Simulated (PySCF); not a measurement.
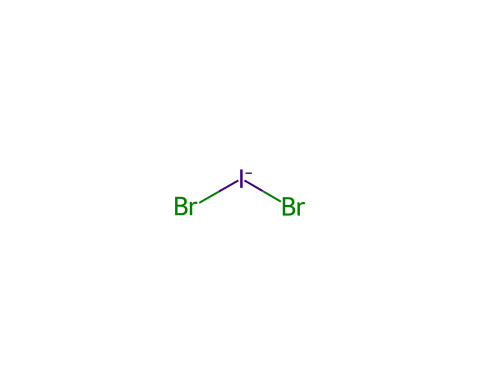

Structural formula above. The species has charge −1 and is a spin singlet. The geometry was computed by an optimisation with PBE0-D3(BJ)/def2-SVP. No frequency run is at hand to confirm it as a minimum.

What does the molecule look like in three dimensions?

The species is IBr₂⁻. As SMILES it reads `Br[I-]Br`. This geometry has D∞h symmetry. All atoms lie on one line. Coordination: 1 I linear.

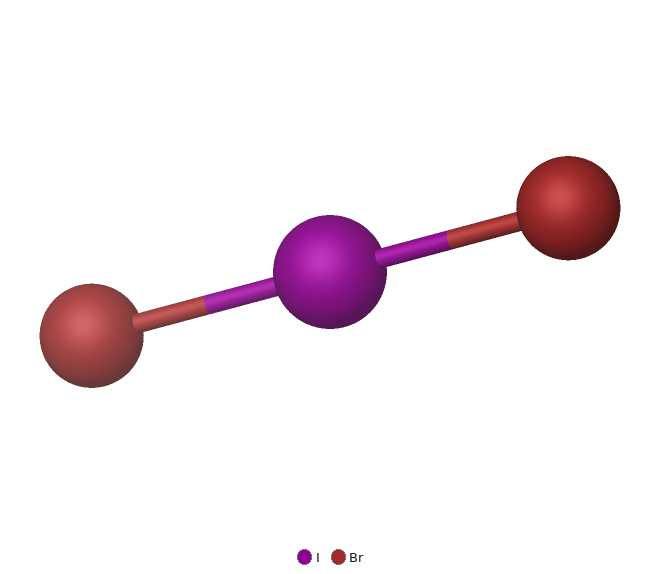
